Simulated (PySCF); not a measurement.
# C₇H₇BN₂: circular dichroism and optical rotation, excited states, first hyperpolarisability

Aim: compute the circular dichroism and optical rotation, excited states, first hyperpolarisability of C₇H₇BN₂ (`CB(C)C(=C=CC#N)C#N`).

Programs: PySCF 2.14.0, with routines of our own; each step states its level. All values are computed. Atoms count from 0.

## 1. The starting structure

17 atoms, charge 0, multiplicity 1; geometry from: GFN2-xTB.

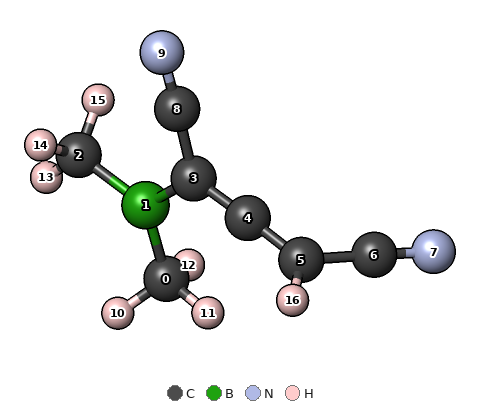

The starting geometry (carbon dark grey, boron green, nitrogen light blue, hydrogen pink).

## 2. Relaxing the molecule at PBE0-D3(BJ)/def2-SVP

Job settings and geometry (Å):

```
{"job": {"xc": "PBE0", "basis": "def2-SVP", "d3": "d3bj", "grid": 2, "kind": "geom"}, "charge": 0, "multiplicity": 1}
C     -1.251752    -1.301997    -0.413148
B     -0.999200     0.178562     0.042691
C     -2.156057     1.230086     0.176697
C      0.468266     0.660791     0.357983
C      1.496504    -0.147665     0.358259
C      2.480218    -1.002872     0.333299
C      3.204792    -1.270029    -0.846381
N      3.795173    -1.505558    -1.799365
C      0.682091     2.027489     0.665464
N      0.814681     3.137168     0.917326
H     -2.095890    -1.746756     0.111544
H     -0.397759    -1.966910    -0.306381
H     -1.530316    -1.306370    -1.468088
H     -3.146405     0.826749    -0.018851
H     -2.168213     1.679792     1.170071
H     -1.996617     2.064242    -0.508118
H      2.793487    -1.544695     1.217087
```

Command:

```bash
> OMP_NUM_THREADS=1 python excited_run.py task.json out
```

The driver reads the jobs from task.json and runs them one after another.

Standard output:

```text
step   0  E = -404.45538412  max force = 0.034005
step   1  E = -404.45877454  max force = 0.002944
step   2  E = -404.45882579  max force = 0.000925
step   3  E = -404.45885017  max force = 0.000354
step   4  E = -404.45885491  max force = 0.000287
optimisation converged
```

Wall time 75 s (1 thread of Arm Neoverse V1, shared host); peak memory 0.8 GiB.

Along the way:

| step | energy from step 0 (eV) | largest force component (eV/Å) |
| --- | --- | --- |
| 0 | 0.0000 | 1.7486 |
| 1 | -0.0923 | 0.1514 |
| 2 | -0.0937 | 0.0476 |
| 3 | -0.0943 | 0.0182 |
| 4 | -0.0944 | 0.0148 |

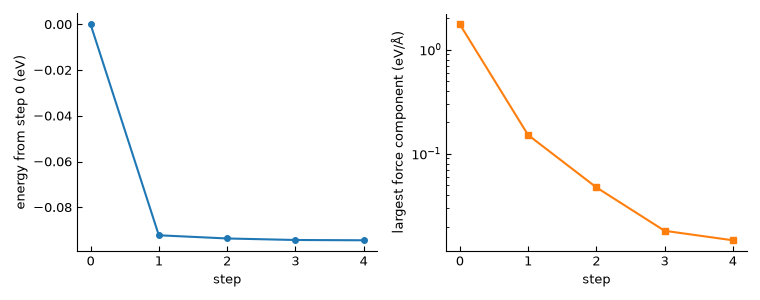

Energy and largest force along the relaxation.

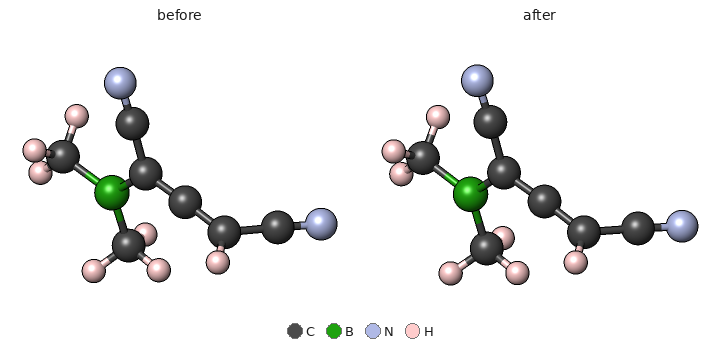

Before and after, at one scale.

Close pairs (by a distance rule), those that changed most:

| bond | before (Å) | after (Å) | change (Å) |
| --- | --- | --- | --- |
| B1–C3 | 1.577 | 1.598 | +0.022 |
| C5–C6 | 1.410 | 1.427 | +0.017 |
| C3–C8 | 1.417 | 1.434 | +0.017 |
| C0–H12 | 1.091 | 1.107 | +0.015 |
| C5–H16 | 1.083 | 1.098 | +0.015 |
| C2–H14 | 1.090 | 1.105 | +0.014 |
| C2–H15 | 1.091 | 1.105 | +0.014 |
| C8–N9 | 1.146 | 1.159 | +0.014 |

The end geometry stands in the next job.

| at the end point | value |
| --- | --- |
| point group (found at 0.08 Å tolerance) | C1 |
| rotational constants (GHz, main isotopes) | 1.820, 0.789, 0.593 |
| dipole moment (D) | 4.45 |

## 3. Circular dichroism and optical rotation: TDDFT CAM-B3LYP/aug-cc-pVDZ

Job settings and geometry (Å):

```
{"job": {"kind": "ecd", "xc": "CAM-B3LYP", "basis": "aug-cc-pVDZ", "nstates": 12}, "charge": 0, "multiplicity": 1}
C     -1.334032    -1.339270    -0.012765
B     -1.117635     0.158362     0.370475
C     -2.281869     1.197349     0.441024
C      0.352882     0.703261     0.677614
C      1.378328    -0.123470     0.640413
C      2.357642    -0.998119     0.602803
C      3.083067    -1.297211    -0.589340
N      3.680734    -1.561455    -1.546544
C      0.561073     2.088390     0.984961
N      0.665716     3.216179     1.231879
H     -2.188246    -1.760442     0.542552
H     -0.464856    -2.002516     0.094294
H     -1.646344    -1.359757    -1.074123
H     -3.273145     0.782543     0.213505
H     -2.310676     1.660073     1.444013
H     -2.079507     2.039874    -0.244164
H      2.644780    -1.529093     1.519954
```

Level: TDDFT CAM-B3LYP/aug-cc-pVDZ circular dichroism and optical rotation, one conformer, gas phase.

Standard output:

```text
coarse grid: 15152 points
cycle   1  E = -404.8622077300  dE =  1.582e+00  |g| = 7.437e-01  |ddm| = 2.137e+01
cycle   2  E = -404.5731013552  dE =  2.891e-01  |g| = 1.385e+00  |ddm| = 6.012e+00
cycle   3  E = -405.0136012035  dE = -4.405e-01  |g| = 9.965e-02  |ddm| = 4.331e+00
cycle   4  E = -405.0157208250  dE = -2.120e-03  |g| = 5.485e-02  |ddm| = 4.156e-01
cycle   5  E = -405.0164830704  dE = -7.622e-04  |g| = 7.983e-03  |ddm| = 2.158e-01
cycle   6  E = -405.0164985783  dE = -1.551e-05  |g| = 4.938e-03  |ddm| = 4.468e-02
cycle   7  E = -405.0165051978  dE = -6.620e-06  |g| = 1.868e-03  |ddm| = 1.827e-02
final grid: 149256 points
cycle   8  E = -405.0516111363  dE = -1.825e-05  |g| = 4.691e-03  |ddm| = 3.391e-01
cycle   9  E = -405.0516067210  dE =  4.415e-06  |g| = 6.664e-03  |ddm| = 4.416e-02
cycle  10  E = -405.0516161817  dE = -9.461e-06  |g| = 1.363e-03  |ddm| = 1.901e-02
cycle  11  E = -405.0516165899  dE = -4.082e-07  |g| = 1.621e-04  |ddm| = 3.679e-03
cycle  12  E = -405.0516165954  dE = -5.481e-09  |g| = 9.684e-05  |ddm| = 1.204e-03
cycle  13  E = -405.0516165976  dE = -2.220e-09  |g| = 2.379e-05  |ddm| = 3.704e-04
cycle  14  E = -405.0516165978  dE = -1.526e-10  |g| = 7.942e-06  |ddm| = 9.226e-05
converged SCF energy = -405.0516165978

Singlet excitations and rotatory strengths (1e-40 esu^2 cm^2)
state   eV       nm     f(len)   f(vel)    R(len)    R(vel)   main configurations
  1   4.6587   266.1  0.00016  0.00012     0.459     0.528   H->L 0.93
  2   5.6290   220.3  0.00167  0.00152    -9.843    -9.918   H-1->L+1 0.90
  3   5.8312   212.6  0.34930  0.33999    -0.157     0.006   H-1->L 0.91
  4   5.8962   210.3  0.00860  0.00832    12.074    11.891   H-2->L 0.87
  5   5.9505   208.4  0.00039  0.00037    -6.867    -6.725   H-3->L 0.87
  6   6.3019   196.7  0.50313  0.48810    34.430    33.597   H->L+1 0.87
  7   6.6310   187.0  0.00130  0.00130    -9.063    -8.811   H-4->L+1 0.79
  8   6.8074   182.1  0.00171  0.00176     9.965     9.793   H-5->L 0.45, H-2->L+4 0.17, H->L+4 0.10
  9   7.0464   176.0  0.00241  0.00237     3.199     2.927   H->L+2 0.26, H->L+12 0.23
 10   7.1516   173.4  0.02737  0.02700     4.293     4.226   H-1->L+4 0.30, H-2->L+1 0.29
 11   7.3310   169.1  0.06722  0.06621    11.752    11.291   H-4->L 0.80
 12   7.4218   167.1  0.00227  0.00218    -0.519    -0.580   H-1->L+14 0.24, H-1->L+2 0.24, H-1->L+13 0.16

Specific rotation (deg / (dm g/mL))
    nm     length   length(OI)   velocity    alpha(len)  alpha(vel)
  633.0      53.73      53.93      54.15      117.061    114.885
  589.3      64.28      64.52      64.73      117.792    115.600
  546.0      78.33      78.63      78.81      118.721    116.509
  436.0     147.87     148.49     148.30      122.758    120.456
  405.0     186.39     187.20     186.73      124.709    122.364
  365.0     265.64     266.86     265.78      128.303    125.876
  355.0     294.03     295.41     294.13      129.484    127.030
```

Run time: 3.1 min. Hardware: 1 thread of Arm Neoverse V1, shared host; peak memory 1.4 GiB.

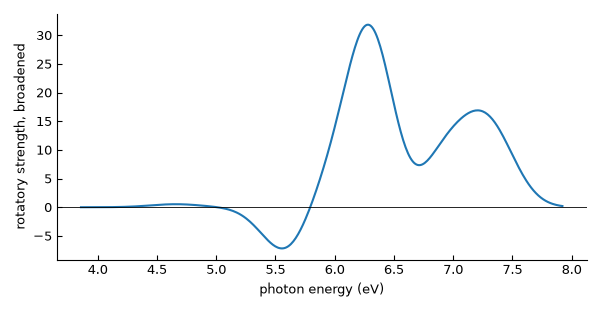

Circular dichroism: velocity-form rotatory strengths under Gaussians of 0.3 eV half-width at 1/e.

## 4. Excited states: TDA CAM-B3LYP/aug-cc-pVDZ

The job, as its differences from that of step 3:

```diff
@@ -1,2 +1,2 @@
-{"job": {"kind": "ecd", "xc": "CAM-B3LYP", "basis": "aug-cc-pVDZ", "nstates": 12}, "charge": 0, "multiplicity": 1}
+{"job": {"kind": "states", "xc": "CAM-B3LYP", "basis": "aug-cc-pVDZ", "tda": true, "soc": true, "nstates": 6, "ntriplets": 5, "nquad": 4}, "charge": 0, "multiplicity": 1}
 C     -1.334032    -1.339270    -0.012765
```

Level: TDA CAM-B3LYP/aug-cc-pVDZ excited states, vertical, gas phase, spin-orbit mean-field couplings.

Standard output:

```text
coarse grid: 15152 points
cycle   1  E = -404.8622077300  dE =  1.582e+00  |g| = 7.437e-01  |ddm| = 2.137e+01
cycle   2  E = -404.5731013552  dE =  2.891e-01  |g| = 1.385e+00  |ddm| = 6.012e+00
cycle   3  E = -405.0136012035  dE = -4.405e-01  |g| = 9.965e-02  |ddm| = 4.331e+00
cycle   4  E = -405.0157208250  dE = -2.120e-03  |g| = 5.485e-02  |ddm| = 4.156e-01
cycle   5  E = -405.0164830704  dE = -7.622e-04  |g| = 7.983e-03  |ddm| = 2.158e-01
cycle   6  E = -405.0164985783  dE = -1.551e-05  |g| = 4.938e-03  |ddm| = 4.468e-02
cycle   7  E = -405.0165051978  dE = -6.620e-06  |g| = 1.868e-03  |ddm| = 1.827e-02
final grid: 149256 points
cycle   8  E = -405.0516111363  dE = -1.825e-05  |g| = 4.691e-03  |ddm| = 3.391e-01
cycle   9  E = -405.0516067210  dE =  4.415e-06  |g| = 6.664e-03  |ddm| = 4.416e-02
cycle  10  E = -405.0516161817  dE = -9.461e-06  |g| = 1.363e-03  |ddm| = 1.901e-02
cycle  11  E = -405.0516165899  dE = -4.082e-07  |g| = 1.621e-04  |ddm| = 3.679e-03
cycle  12  E = -405.0516165954  dE = -5.481e-09  |g| = 9.684e-05  |ddm| = 1.204e-03
cycle  13  E = -405.0516165976  dE = -2.220e-09  |g| = 2.379e-05  |ddm| = 3.704e-04
cycle  14  E = -405.0516165978  dE = -1.526e-10  |g| = 7.942e-06  |ddm| = 9.226e-05
converged SCF energy = -405.0516165978

Singlet excitations
state   eV       nm        f     d(h-e)  d(exc)  Lambda  PR(NTO)  |dmu|/D   mu/D   main configurations
  1   4.6804   264.9   0.00019   1.287   3.101   0.473   1.031    3.830    4.874   H->L 0.93
  2   5.6510   219.4   0.00107   1.573   3.099   0.448   1.055    4.599    6.962   H-1->L+1 0.90
  3   5.9151   209.6   0.00352   1.051   3.004   0.451   1.138    3.231    5.117   H-2->L 0.88
  4   5.9718   207.6   0.00044   1.290   2.884   0.352   1.021    4.959    8.777   H-3->L 0.87
  5   6.0595   204.6   0.47606   1.059   3.046   0.716   1.244                     H-1->L 0.87
  6   6.5323   189.8   0.47341   0.354   2.941   0.725   1.365                     H->L+1 0.77

Triplet excitations (Tamm-Dancoff)
state   eV     d(h-e)  d(exc)  Lambda  PR(NTO)   main configurations
  1   3.7104   0.325   2.512   0.723   1.243   H-1->L 0.78
  2   4.0404   0.190   2.495   0.776   1.267   H->L+1 0.81, H-1->L 0.08
  3   4.3432   1.213   3.034   0.474   1.036   H->L 0.91
  4   5.3138   1.491   3.026   0.444   1.128   H-1->L+1 0.86
  5   5.5613   0.898   2.871   0.443   1.333   H-2->L 0.78
S1 - T1 = 0.9700 eV

Spin-orbit couplings |<S|Hso|T>| (cm-1)
             T1       T2       T3       T4       T5
S0        0.304    0.443    8.823    9.117    6.931
S1        1.358    3.869    0.071    0.224    0.839
S2        2.117    4.499    0.118    0.190    0.953
S3       10.291    4.413    0.725    0.566    1.188
S4        2.782    0.951    1.924    1.099    2.888
S5        0.949    0.282    2.878    5.795   15.094
S6        0.314    1.273    2.067    2.608    3.089
T1 sublevels (cm-1): 0.000 0.000 0.004   radiative rates (1/s): 0.0432 0.044 0.16
```

Run time: 95 s. Hardware: 1 thread of Arm Neoverse V1, shared host; peak memory 1.3 GiB.

In short:

| quantity | value |
| --- | --- |
| S1 less T1 | 0.97 eV |

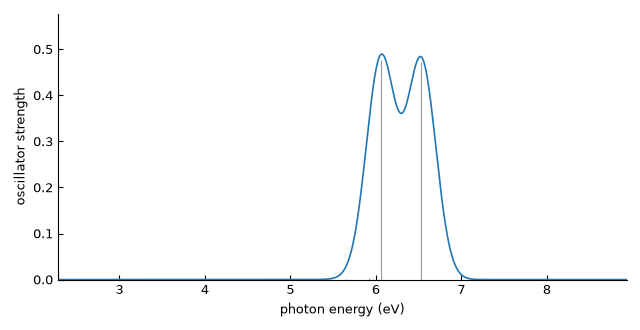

Absorption lines of the singlets. Lines are broadened to a width of 0.40 eV (Gaussian).

## 5. Excited states: TDDFT CAM-B3LYP/aug-cc-pVDZ

The job, as its differences from that of step 4:

```diff
@@ -1,2 +1,2 @@
-{"job": {"kind": "states", "xc": "CAM-B3LYP", "basis": "aug-cc-pVDZ", "tda": true, "soc": true, "nstates": 6, "ntriplets": 5, "nquad": 4}, "charge": 0, "multiplicity": 1}
+{"job": {"kind": "states", "xc": "CAM-B3LYP", "basis": "aug-cc-pVDZ", "tpa": true, "nstates": 8, "nquad": 6, "ntriplets": 0}, "charge": 0, "multiplicity": 1}
 C     -1.334032    -1.339270    -0.012765
```

With the program's defaults for keys left out, this is: TDDFT CAM-B3LYP/aug-cc-pVDZ excited states, vertical, gas phase, two-photon moments by quadratic response.

Standard output:

```text
coarse grid: 15152 points
cycle   1  E = -404.8622077300  dE =  1.582e+00  |g| = 7.437e-01  |ddm| = 2.137e+01
cycle   2  E = -404.5731013552  dE =  2.891e-01  |g| = 1.385e+00  |ddm| = 6.012e+00
cycle   3  E = -405.0136012035  dE = -4.405e-01  |g| = 9.965e-02  |ddm| = 4.331e+00
cycle   4  E = -405.0157208250  dE = -2.120e-03  |g| = 5.485e-02  |ddm| = 4.156e-01
cycle   5  E = -405.0164830704  dE = -7.622e-04  |g| = 7.983e-03  |ddm| = 2.158e-01
cycle   6  E = -405.0164985783  dE = -1.551e-05  |g| = 4.938e-03  |ddm| = 4.468e-02
cycle   7  E = -405.0165051978  dE = -6.620e-06  |g| = 1.868e-03  |ddm| = 1.827e-02
final grid: 149256 points
cycle   8  E = -405.0516111363  dE = -1.825e-05  |g| = 4.691e-03  |ddm| = 3.391e-01
cycle   9  E = -405.0516067210  dE =  4.415e-06  |g| = 6.664e-03  |ddm| = 4.416e-02
cycle  10  E = -405.0516161817  dE = -9.461e-06  |g| = 1.363e-03  |ddm| = 1.901e-02
cycle  11  E = -405.0516165899  dE = -4.082e-07  |g| = 1.621e-04  |ddm| = 3.679e-03
cycle  12  E = -405.0516165954  dE = -5.481e-09  |g| = 9.684e-05  |ddm| = 1.204e-03
cycle  13  E = -405.0516165976  dE = -2.220e-09  |g| = 2.379e-05  |ddm| = 3.704e-04
cycle  14  E = -405.0516165978  dE = -1.526e-10  |g| = 7.942e-06  |ddm| = 9.226e-05
converged SCF energy = -405.0516165978

Singlet excitations
state   eV       nm        f     d(h-e)  d(exc)  Lambda  PR(NTO)  |dmu|/D   mu/D   delta(TPA)   sigma/GM   main configurations
  1   4.6588   266.1   0.00015   1.277   3.098   0.473   1.038    3.825    4.877        0.05      0.000   H->L 0.93
  2   5.6290   220.3   0.00167   1.575   3.102   0.449   1.046    4.601    6.968        0.62      0.007   H-1->L+1 0.90
  3   5.8314   212.6   0.34931   0.971   3.009   0.708   1.255    2.650    3.399       72.09      0.898   H-1->L 0.91
  4   5.8963   210.3   0.00864   1.053   3.012   0.455   1.128    3.209    5.098        1.52      0.019   H-2->L 0.87
  5   5.9506   208.4   0.00039   1.288   2.883   0.352   1.024    4.921    8.740        1.22      0.016   H-3->L 0.87
  6   6.3023   196.7   0.50319   0.301   2.873   0.743   1.387    0.652    4.559        2.76      0.040   H->L+1 0.87
  7   6.6310   187.0   0.00130   1.203   2.706   0.385   1.193                                            H-4->L+1 0.79
  8   6.8076   182.1   0.00171   0.370   2.761   0.392   2.522                                            H-5->L 0.45, H-2->L+4 0.17, H->L+4 0.11
```

Run time: 2 min. Hardware: 1 thread of Arm Neoverse V1, shared host; peak memory 1.3 GiB.

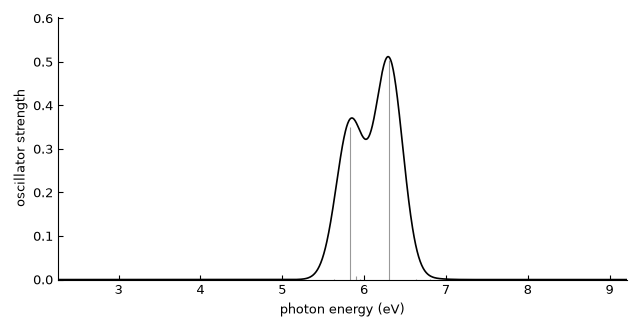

Absorption lines of the singlets. Lines are broadened to a width of 0.40 eV (Gaussian).

## 6. First hyperpolarisability: quadratic response CAM-B3LYP/aug-cc-pVDZ

The job, as its differences from that of step 5:

```diff
@@ -1,2 +1,2 @@
-{"job": {"kind": "states", "xc": "CAM-B3LYP", "basis": "aug-cc-pVDZ", "tpa": true, "nstates": 8, "nquad": 6, "ntriplets": 0}, "charge": 0, "multiplicity": 1}
+{"job": {"kind": "beta", "xc": "CAM-B3LYP", "basis": "aug-cc-pVDZ"}, "charge": 0, "multiplicity": 1}
 C     -1.334032    -1.339270    -0.012765
```

Method: quadratic response CAM-B3LYP/aug-cc-pVDZ first hyperpolarisability, Taylor convention, gas phase.

Standard output:

```text
coarse grid: 15152 points
cycle   1  E = -404.8622077300  dE =  1.582e+00  |g| = 7.437e-01  |ddm| = 2.137e+01
cycle   2  E = -404.5731013552  dE =  2.891e-01  |g| = 1.385e+00  |ddm| = 6.012e+00
cycle   3  E = -405.0136012035  dE = -4.405e-01  |g| = 9.965e-02  |ddm| = 4.331e+00
cycle   4  E = -405.0157208250  dE = -2.120e-03  |g| = 5.485e-02  |ddm| = 4.156e-01
cycle   5  E = -405.0164830704  dE = -7.622e-04  |g| = 7.983e-03  |ddm| = 2.158e-01
cycle   6  E = -405.0164985783  dE = -1.551e-05  |g| = 4.938e-03  |ddm| = 4.468e-02
cycle   7  E = -405.0165051978  dE = -6.620e-06  |g| = 1.868e-03  |ddm| = 1.827e-02
final grid: 149256 points
cycle   8  E = -405.0516111363  dE = -1.825e-05  |g| = 4.691e-03  |ddm| = 3.391e-01
cycle   9  E = -405.0516067210  dE =  4.415e-06  |g| = 6.664e-03  |ddm| = 4.416e-02
cycle  10  E = -405.0516161817  dE = -9.461e-06  |g| = 1.363e-03  |ddm| = 1.901e-02
cycle  11  E = -405.0516165899  dE = -4.082e-07  |g| = 1.621e-04  |ddm| = 3.679e-03
cycle  12  E = -405.0516165954  dE = -5.481e-09  |g| = 9.684e-05  |ddm| = 1.204e-03
cycle  13  E = -405.0516165976  dE = -2.220e-09  |g| = 2.379e-05  |ddm| = 3.704e-04
cycle  14  E = -405.0516165978  dE = -1.526e-10  |g| = 7.942e-06  |ddm| = 9.226e-05
converged SCF energy = -405.0516165978

Lowest singlets (eV, f): 4.6588 0.0002  5.6290 0.0017  5.8314 0.3494

First hyperpolarisability (au)
process     nm      |vector|   parallel      HRS      DR
static         -       61.89     -18.15      66.35   1.738
shg       1907.0       67.08     -20.63      69.64   1.763
eope      1907.0       63.55     -18.94          -       -
shg       1064.0       81.36     -27.53      78.29   1.829
eope      1064.0       67.47     -20.82          -       -
```

Run time: 82 s. Hardware: 1 thread of Arm Neoverse V1, shared host; peak memory 1.3 GiB.

## 7. What came out

```
                                                                                         quantity                                                          value
                                                                                      point group                                                             C1
                                                             rotational constants (main isotopes)                                           1.82, 0.79, 0.59 GHz
state of largest rotatory strength (velocity form) among 12 (step 3, TDDFT CAM-B3LYP/aug-cc-pVDZ)  6.30 eV, R = +33.6 (velocity), +34.4 (length) ·10⁻⁴⁰ esu² cm²
                              specific rotation at 633.0 nm (step 3, TDDFT CAM-B3LYP/aug-cc-pVDZ)                                 54.1 (velocity), 53.7 (length)
                                                   S1 less T1 (step 4, TDA CAM-B3LYP/aug-cc-pVDZ)                                                        0.97 eV
                                      β vector (step 6, quadratic response CAM-B3LYP/aug-cc-pVDZ)               static 62, SHG 1907.0 nm 67, SHG 1064.0 nm 81 au
```

In words: The optimisation took 4 steps and gained 0.094 eV; among the close pairs (by a distance rule), B1–C3 changed most, from 1.577 to 1.598 Å. Rotations belong to one conformer and to the handedness of the start. In step 4, the number of triplets below S1 is 3, and the largest singlet-triplet spin-orbit coupling is S5–T5, 15.09 cm⁻¹. β grows from 62 au (static) to 81 au for doubling at 1064.0 nm: normal dispersion, which grows as twice the photon energy moves toward the bright states.
